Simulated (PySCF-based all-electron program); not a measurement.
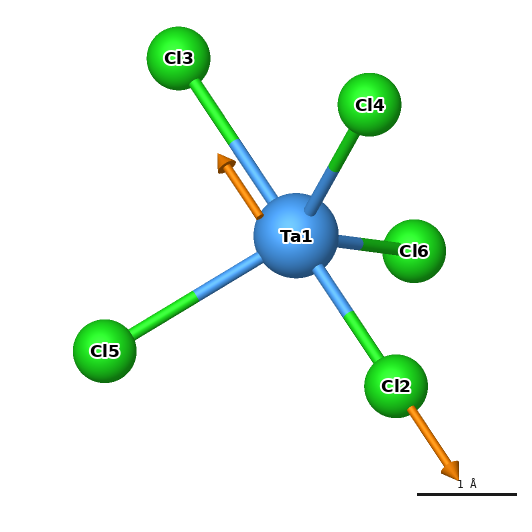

Arrows show the forces on the atoms, 0.09 Å of arrow for 1 eV/Å; forces under a tenth of the largest aren't drawn. The species is neutral and a spin singlet. Level of theory: PBE, all-electron, scalar-relativistic (Koelling-Harmon), large uncontracted Gaussian sets (PySCF-based all-electron program).

Question: On which atom is the force largest, and how large is it?

Answer: On Cl2: 10.66 eV/Å.

Question: Which bond do the forces act along most?

Answer: Ta1–Cl2, now 1.980 Å: the forces push its atoms apart, so a first step downhill lengthens it.

List the force components in the frame of the picture (x right, y up, z towards the viewer), in eV/Å.

```json
{"atom": "Ta1", "Fx": "−4.78", "Fy": "7.20", "Fz": "−3.54"}
{"atom": "Cl2", "Fx": "5.45", "Fy": "−8.22", "Fz": "4.04"}
{"atom": "Cl3", "Fx": "−0.36", "Fy": "0.54", "Fz": "−0.26"}
{"atom": "Cl4", "Fx": "0.07", "Fy": "0.48", "Fz": "0.33"}
{"atom": "Cl5", "Fx": "−0.57", "Fy": "−0.12", "Fz": "−0.02"}
{"atom": "Cl6", "Fx": "0.18", "Fy": "0.12", "Fz": "−0.54"}
```
